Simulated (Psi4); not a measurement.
# SiH3O4 (SMILES [O][Si](O)(O)O): UHF/3-21G

What is the vertical doublet–quartet gap of SiH3O4 at UHF/3-21G? 

The calculation is run with Psi4 1.11.

1 further run of the same task is left out (it didn't finish).

## 1. The molecule

SiH3O4 has 8 atoms, charge 0, and is taken as a doublet. As SMILES, `[O][Si](O)(O)O`. The shape is that of a PBE0-D4/def2-TZVP optimisation. This is one conformer, not always the lowest.

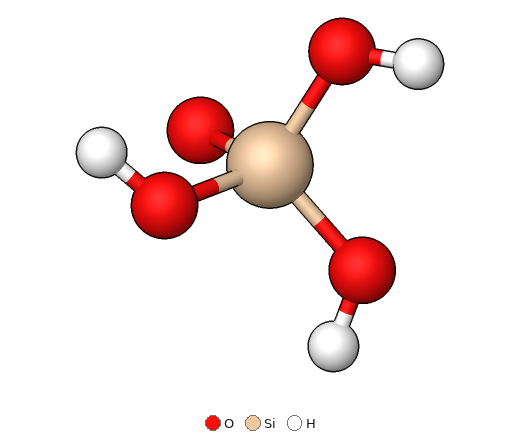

Viewed from a chosen angle; oxygen red, silicon light orange, hydrogen white.

## 2. Energy and gradient at UHF/3-21G

Input file h3o4si.dat:

```
memory 2200 MB

molecule {
  0 2
  O
  Si 1 1.656188
  O 2 1.630607 1 102.21364
  O 2 1.621663 3 116.62692 1 116.34852
  O 2 1.624223 4 106.64247 1 125.36442
  H 3 0.959099 2 117.61851 4 61.98891
  H 4 0.958545 2 116.9402 5 -14.67851
  H 5 0.958009 2 118.21315 4 174.49635
  symmetry c1
  no_reorient
  no_com
}

set reference uhf
set puream true
set e_convergence 1e-09
set d_convergence 1e-08
set scf_type pk
set maxiter 100

E, wfn = gradient('hf/3-21G', return_wfn=True)
oeprop(wfn, 'MULLIKEN_CHARGES', 'LOWDIN_CHARGES', 'QUADRUPOLE', title='HF')
```

Command:

```sh
psi4 h3o4si.dat h3o4si.out -n 1
```

h3o4si.out, shortened:

```text
[...]
  Running in c1 symmetry.
[...]
  Nuclear repulsion =  257.364151593250540
[...]
  Multiplicity = 2
[...]
  Nalpha       = 25
  Nbeta        = 24
[...]
    Number of basis functions: 55
[...]
   @UHF iter   1:  -586.89210268213435   -1.30371e+00   1.10017e-02 DIIS/ADIIS
[...]
   @UHF iter  27:  -587.08562017278848   -1.67120e-11   4.94566e-09 DIIS
[...]
   @S^2 Observed:                7.526719535E-01
[...]
    Orbital Energies [Eh]
    ---------------------
    Alpha Occupied:
       1A    -68.436306     2A    -20.516078     3A    -20.468486
       4A    -20.467462     5A    -20.465532     6A     -6.223787
       7A     -4.321953     8A     -4.321694     9A     -4.321223
      10A     -1.408096    11A     -1.358364    12A     -1.350802
      13A     -1.346450    14A     -0.791531    15A     -0.724042
      16A     -0.716551    17A     -0.650439    18A     -0.627844
      19A     -0.582024    20A     -0.559089    21A     -0.544975
      22A     -0.537515    23A     -0.525632    24A     -0.516124
      25A     -0.507119
    Alpha Virtual:
[...]
  @UHF Final Energy:  -587.08562017278848
   => Energetics <=
    Nuclear Repulsion Energy =            257.3641515932505399
    One-Electron Energy =               -1325.2630892350834984
    Two-Electron Energy =                 480.8133174690445912
    Total Energy =                       -587.0856201727884809
  UHF NO Occupations:
  HONO-2 :   23  A 1.9996458
  HONO-1 :   24  A 1.9992643
[...]
  -Total Gradient:
     Atom            X                  Y                   Z
    ------   -----------------  -----------------  -----------------
       1       -0.002225202213    -0.003698832347     0.040732813606
       2        0.003048202058     0.001608117322    -0.021219848684
       3        0.006502243792     0.008520767266    -0.000196044774
       4        0.006085035116    -0.006836654661    -0.007615217135
       5       -0.012082114048    -0.000405241637     0.002349573816
       6       -0.000340499566     0.012225364495    -0.002874705928
       7        0.008862414329    -0.006617918019    -0.004166559053
       8       -0.009850079469    -0.004795602419    -0.007010011849
[...]
 Multipole Moments:
 ------------------------------------------------------------------------------------
     Multipole            Electronic (a.u.)      Nuclear  (a.u.)        Total (a.u.)
 ------------------------------------------------------------------------------------
 L = 1.  Multiply by 2.5417464519 to convert [e a0] to [Debye]
 Dipole X            :          0.0045393            0.2439036            0.2484429
 Dipole Y            :          0.1186656           -0.3764000           -0.2577344
 Dipole Z            :         -1.2091525            1.6901732            0.4810207
 Magnitude           :                                                    0.5996097
 L = 2.  Multiply by 1.3450342976 to convert [e a0^2] to [Debye ang]
 Quadrupole XX       :       -142.2392190          118.5735682          -23.6656509
 Quadrupole XY       :          6.5253902           -5.4037919            1.1215984
[...]
  Mulliken Charges: (a.u.)
   Center  Symbol    Alpha    Beta     Spin     Total
       1     O     4.75996  3.74372  1.01625 -0.50368
       2    SI     6.03220  6.06917 -0.03697  1.89863
       3     O     4.45547  4.44036  0.01511 -0.89584
       4     O     4.45138  4.44217  0.00920 -0.89355
       5     O     4.45056  4.45250 -0.00194 -0.90306
       6     H     0.28511  0.28606 -0.00095  0.42883
       7     H     0.28152  0.28268 -0.00116  0.43580
       8     H     0.28379  0.28334  0.00046  0.43287
   Total alpha = 25.00000, Total beta = 24.00000, Total charge =  0.00000
[...]
```

Run time: 1.9 s. Hardware: 1 thread of Intel Xeon 6975P-C (Granite Rapids), shared host; peak memory 0.19 GiB.

## 3. The quartet

Input file calc.in:

```
memory 2200 mb

molecule system {
  0 4
  O
  Si 1 R2
  O 2 R3 1 A3
  O 2 R4 3 A4 1 D4
  O 2 R5 4 A5 1 D5
  H 3 R6 2 A6 4 D6
  H 4 R7 2 A7 5 D7
  H 5 R8 2 A8 4 D8

  R2 = 1.656188
  R3 = 1.630607
  A3 = 102.21364
  R4 = 1.621663
  A4 = 116.62692
  D4 = 116.34852
  R5 = 1.624223
  A5 = 106.64247
  D5 = 125.36442
  R6 = 0.959099
  A6 = 117.61851
  D6 = 61.98891
  R7 = 0.958545
  A7 = 116.9402
  D7 = -14.67851
  R8 = 0.958009
  A8 = 118.21315
  D8 = 174.49635
  symmetry c1
  no_reorient
  no_com
}

set reference uhf
set puream true
set e_convergence 1e-09
set d_convergence 1e-08
set scf_type pk
set maxiter 100

gradient("scf/3-21G")
print_variables()
```

Command:

```sh
psi4 calc.in calc.out -n 1
```

calc.out, shortened:

```text
[...]
  Running in c1 symmetry.
[...]
  Nuclear repulsion =  257.364151593250540
[...]
  Multiplicity = 4
[...]
  Nalpha       = 26
  Nbeta        = 23
[...]
    Number of basis functions: 55
[...]
   @UHF iter   1:  -586.48757311503755   -8.99181e-01   1.24045e-02 DIIS/ADIIS
[...]
   @UHF iter  27:  -586.74594247434220   -3.29692e-12   6.50753e-09 DIIS
[...]
   @S^2 Observed:                3.761362348E+00
[...]
  @UHF Final Energy:  -586.74594247434220
   => Energetics <=
    Nuclear Repulsion Energy =            257.3641515932505399
    One-Electron Energy =               -1324.3252948647336780
    Two-Electron Energy =                 480.2152007971409944
    Total Energy =                       -586.7459424743422005
  UHF NO Occupations:
  HONO-2 :   24  A 1.0000000
  HONO-1 :   25  A 1.0000000
[...]
 Multipole Moments:
 ------------------------------------------------------------------------------------
     Multipole            Electronic (a.u.)      Nuclear  (a.u.)        Total (a.u.)
 ------------------------------------------------------------------------------------
 L = 1.  Multiply by 2.5417464519 to convert [e a0] to [Debye]
 Dipole X            :         -0.3328196            0.2439036           -0.0889160
 Dipole Y            :          0.0801393           -0.3764000           -0.2962607
 Dipole Z            :         -2.5963582            1.6901732           -0.9061850
 Magnitude           :                                                    0.9575217
[...]
  -Total Gradient:
     Atom            X                  Y                   Z
    ------   -----------------  -----------------  -----------------
       1        0.016919250605     0.004869945861     0.253642282336
       2       -0.031528329750    -0.012722760920    -0.177793077403
       3        0.007895753159     0.027785322097    -0.009729023872
       4        0.028452957176    -0.004730476591    -0.008599170940
       5       -0.023037955645    -0.022840193792    -0.038006069323
       6        0.008503450464     0.017645583222    -0.002491423375
       7        0.006775019177    -0.012254313725    -0.012989580269
       8       -0.013980145189     0.002246893849    -0.004033937155
[...]
```

Wall time 2 s (1 thread of Intel Xeon 6975P-C (Granite Rapids), shared host); peak memory 0.19 GiB.

## 4. Outcome

Level: UHF/3-21G.

| quantity | value |
| --- | --- |
| doublet: total energy | -587.08562 Eh |
| doublet: dipole moment | 1.52 D |
| doublet: HOMO energy (highest over α and β) | -13.37 eV |
| doublet: LUMO energy (lowest over α and β) | 2.46 eV |
| doublet: ⟨S²⟩ | 0.753 |
| doublet: largest force on an atom | 2.106 eV/Å |
| quartet: total energy | -586.74594 Eh |
| quartet: dipole moment | 2.43 D |
| quartet: HOMO energy (highest over α and β) | -2.26 eV |
| quartet: LUMO energy (lowest over α and β) | -1.18 eV |
| quartet: ⟨S²⟩ | 3.761 |
| quartet: largest force on an atom | 13.074 eV/Å |
| vertical energy of the quartet above the doublet | 9.243 eV |

**Reading.** At this shape the quartet lies 9.24 eV (892 kJ/mol) above the doublet. The largest force (doublet) is 2.11 eV/Å: the shape isn't a stationary point for this species at this level.
